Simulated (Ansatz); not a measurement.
**doublet C2H7Ga+ at 4 levels**

We compute a comparison of 4 runs (U-revPBE/def2-SVP, UB3LYP/def2-SVP, UBHLYP/def2-SVP, UPBE0/def2-SVP) of doublet C2H7Ga+. 

Program for the calculation: Ansatz 0.2.0.

47 further runs of the same task are left out: 1 that didn't finish, 46 set aside as unsound or not needed.

### Step 1. Starting point

The species is C2H7Ga+ (10 atoms), meant as a doublet with charge +1. As SMILES of the parent species, `[CH3][GaH][CH3]`. Geometry: relaxed at PBE0-D4/def2-TZVP. That shape belongs to the parent species and isn't relaxed for this state.

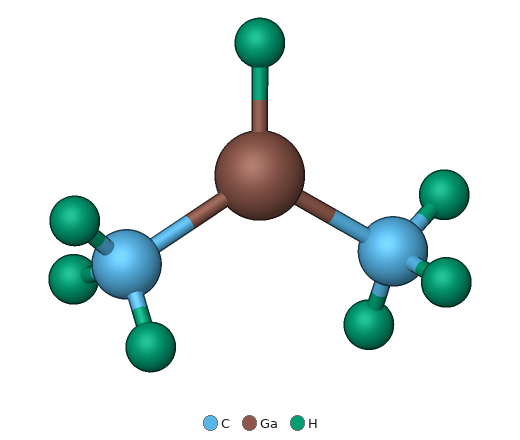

Viewed from a chosen angle; carbon blue, gallium brown, hydrogen teal.

### Step 2. The energy at U-revPBE/def2-SVP (run 1)

The input, run.yaml:

```yaml
crystal:
  periodic: [false, false, false]
  atoms:
    - {symbol: C, position_ang: [-1.063400, 1.142800, -0.711800]}
    - {symbol: Ga, position_ang: [0.649000, 0.266100, -0.281300]}
    - {symbol: C, position_ang: [0.681500, -1.321500, 0.886900]}
    - {symbol: H, position_ang: [-1.533700, 0.614200, -1.548200]}
    - {symbol: H, position_ang: [-0.935400, 2.183800, -1.011500]}
    - {symbol: H, position_ang: [-1.759700, 1.095200, 0.128600]}
    - {symbol: H, position_ang: [1.997300, 0.836500, -0.872600]}
    - {symbol: H, position_ang: [0.687700, -0.994000, 1.932300]}
    - {symbol: H, position_ang: [1.569300, -1.935900, 0.730500]}
    - {symbol: H, position_ang: [-0.209600, -1.938300, 0.750100]}
basis:
  gaussian:
    orbitals: def2-SVP
total_charge: 1
magnetization:
  spin_polarized: true
  initial_magnetization: 1
hamiltonian:
  xc: {name: revPBE}
accuracy: high
output:
  orbitals: {seedname: orbitals}
```

Run with:

```sh
$ ansatz run run.yaml --threads 1 --pin off --max-ram 3480MiB --events-out events.jsonl --progress --plain --runs-dir runs
```

Output:

```text
Warning: RAYON_NUM_THREADS=1 ignored (pool sized by the plan → 1); use --threads N
Functional definition: revPBE
  name "revPBE"
  parameter kappa = 1.245
  parameter beta = 0.06672455060314922
  exchange = pbe_x(kappa = kappa, mu = beta*pi^2/3)
  correlation = pbe_c(beta = beta)
2190 factors; integrals over basis functions are off by at most 7.9e-9 eV
mean field evaluation 1: about -54517.3228 eV, gradient 7.2e1 eV
mean field evaluation 2: about -54439.8819 eV, gradient 1.2e2 eV
mean field evaluation 4: about -54541.9905 eV, gradient 1.5e1 eV
mean field evaluation 8: about -54543.3098 eV, gradient 7.4e0 eV
mean field evaluation 16: about -54543.7526 eV, gradient 2.1e-4 eV
mean field evaluation 32: about -54543.5735 eV, gradient 5.0e-4 eV
mean field -54543.75264552 eV, -2004.4459386394 hartree, gradient 6.2e-8 eV, S^2 0.755384; 3 other end points of the search recorded, 0 dependent functions left out
reference -54543.75265032 eV, -2004.4459388157 hartree; 25, 24 occupied and 70, 71 virtual orbitals, 2190 factors
Total energy: -54543.75265032 eV, -2004.4459388157 hartree
```

Wall time 21 s (1 thread of Arm Neoverse V1, shared host); peak memory 0.32 GiB.

### Step 3. The energy at UB3LYP/def2-SVP (run 2)

The input, in.yaml:

```yaml
crystal:
  periodic: [false, false, false]
  atoms:
    - symbol: C
      position_ang: [-1.063400, 1.142800, -0.711800]
    - symbol: Ga
      position_ang: [0.649000, 0.266100, -0.281300]
    - symbol: C
      position_ang: [0.681500, -1.321500, 0.886900]
    - symbol: H
      position_ang: [-1.533700, 0.614200, -1.548200]
    - symbol: H
      position_ang: [-0.935400, 2.183800, -1.011500]
    - symbol: H
      position_ang: [-1.759700, 1.095200, 0.128600]
    - symbol: H
      position_ang: [1.997300, 0.836500, -0.872600]
    - symbol: H
      position_ang: [0.687700, -0.994000, 1.932300]
    - symbol: H
      position_ang: [1.569300, -1.935900, 0.730500]
    - symbol: H
      position_ang: [-0.209600, -1.938300, 0.750100]
basis:
  gaussian: {orbitals: def2-SVP}
accuracy: high
hamiltonian: {xc: {name: B3LYP}}
output: {orbitals: {seedname: orbitals}}
magnetization: {spin_polarized: true, initial_magnetization: 1}
total_charge: 1
```

Run with:

```sh
$ ansatz run in.yaml --threads 1 --pin off --max-ram 3480MiB --events-out events.jsonl --progress --plain --runs-dir runs
```

Output:

```text
Warning: RAYON_NUM_THREADS=1 ignored (pool sized by the plan → 1); use --threads N
Functional definition: B3LYP
  name "B3LYP"
  parameter a0 = 0.2
  parameter ax = 0.72
  parameter ac = 0.81
  exchange = (1 - a0 - ax)*slater_x + ax*b88_x + a0*exact_x
  correlation = (1 - ac)*vwn_rpa_c + ac*lyp_c
2190 factors; integrals over basis functions are off by at most 7.9e-9 eV
mean field evaluation 1: about -54528.4993 eV, gradient 6.4e1 eV
mean field evaluation 2: about -54498.8372 eV, gradient 8.9e1 eV
mean field evaluation 4: about -54548.1868 eV, gradient 1.2e1 eV
mean field evaluation 8: about -54549.4605 eV, gradient 6.6e-1 eV
mean field evaluation 16: about -54549.5745 eV, gradient 7.9e-3 eV
mean field evaluation 32: about -54549.5745 eV, gradient 4.4e-8 eV
mean field -54549.57446410 eV, -2004.6598865262 hartree, gradient 4.5e-8 eV, S^2 0.760576; 3 other end points of the search recorded, 0 dependent functions left out
reference -54549.57450557 eV, -2004.6598880501 hartree; 25, 24 occupied and 70, 71 virtual orbitals, 2190 factors
Total energy: -54549.57450557 eV, -2004.6598880501 hartree
```

Run time: 27 s. Hardware: 1 thread of Arm Neoverse V1, shared host; peak memory 0.48 GiB.

Run 3 isn't shown in full; the table further down has it.

### Step 4. The energy at UPBE0/def2-SVP (run 4)

The input, molecule.yaml:

```yaml
crystal:
  periodic: [false, false, false]
  atoms:
    - {symbol: C, position_ang: [-1.063400, 1.142800, -0.711800]}
    - {symbol: Ga, position_ang: [0.649000, 0.266100, -0.281300]}
    - {symbol: C, position_ang: [0.681500, -1.321500, 0.886900]}
    - {symbol: H, position_ang: [-1.533700, 0.614200, -1.548200]}
    - {symbol: H, position_ang: [-0.935400, 2.183800, -1.011500]}
    - {symbol: H, position_ang: [-1.759700, 1.095200, 0.128600]}
    - {symbol: H, position_ang: [1.997300, 0.836500, -0.872600]}
    - {symbol: H, position_ang: [0.687700, -0.994000, 1.932300]}
    - {symbol: H, position_ang: [1.569300, -1.935900, 0.730500]}
    - {symbol: H, position_ang: [-0.209600, -1.938300, 0.750100]}
basis:
  gaussian: {orbitals: def2-SVP}
total_charge: 1
magnetization: {spin_polarized: true, initial_magnetization: 1}
hamiltonian: {xc: {name: PBE0}}
accuracy: high
output: {orbitals: {seedname: orbitals}}
```

Run with:

```sh
$ ansatz run molecule.yaml --threads 1 --pin off --max-ram 3480MiB --events-out events.jsonl --progress --plain --runs-dir runs
```

Output:

```text
Warning: RAYON_NUM_THREADS=1 ignored (pool sized by the plan → 1); use --threads N
Functional definition: PBE0
  name "PBE0"
  parameter a = 0.25
  parameter kappa = 0.804
[... 1 set-up line as earlier in the session ...]
  exchange = (1 - a)*pbe_x(kappa = kappa, mu = beta*pi^2/3) + a*exact_x
[... 1 set-up line as earlier in the session ...]
2190 factors; integrals over basis functions are off by at most 7.9e-9 eV
mean field evaluation 1: about -54520.5413 eV, gradient 5.9e1 eV
mean field evaluation 2: about -54502.6054 eV, gradient 7.6e1 eV
mean field evaluation 4: about -54537.9140 eV, gradient 3.9e0 eV
mean field evaluation 8: about -54538.1455 eV, gradient 2.7e-1 eV
mean field evaluation 16: about -54538.1461 eV, gradient 1.3e-3 eV
mean field evaluation 32: about -54538.3842 eV, gradient 4.3e-2 eV
mean field -54538.38427296 eV, -2004.2486545868 hartree, gradient 3.6e-8 eV, S^2 0.763024; 3 other end points of the search recorded, 0 dependent functions left out
reference -54538.38427585 eV, -2004.2486546930 hartree; 25, 24 occupied and 70, 71 virtual orbitals, 2190 factors
Total energy: -54538.38427585 eV, -2004.2486546930 hartree
```

It took 32 s on 1 thread of Arm Neoverse V1, shared host; peak memory 0.49 GiB.

### Step 5. Overview of the runs

```tsv
run	level	energy (Eh)	HOMO energy (eV)	⟨S²⟩	wall time
1	U-revPBE/def2-SVP	-2004.445939	-12.44	0.755	21 s
2	UB3LYP/def2-SVP	-2004.659888	-13.35	0.761	27 s
3	UBHLYP/def2-SVP	-2004.520458	-14.44	0.774	23 s
4	UPBE0/def2-SVP	-2004.248655	-13.52	0.763	32 s
```

### Step 6. Outcome

| quantity | value |
| --- | --- |
| run 4: total energy | -2004.24865 Eh |
| run 4: HOMO energy (highest over α and β) | -13.52 eV |
| run 4: LUMO energy (lowest over α and β) | -11.88 eV |
| run 4: ⟨S²⟩ | 0.763 |

**Reading.** Totals of different functionals can't be ranked against each other. All runs together took 1.7 min, the longest 32 s.
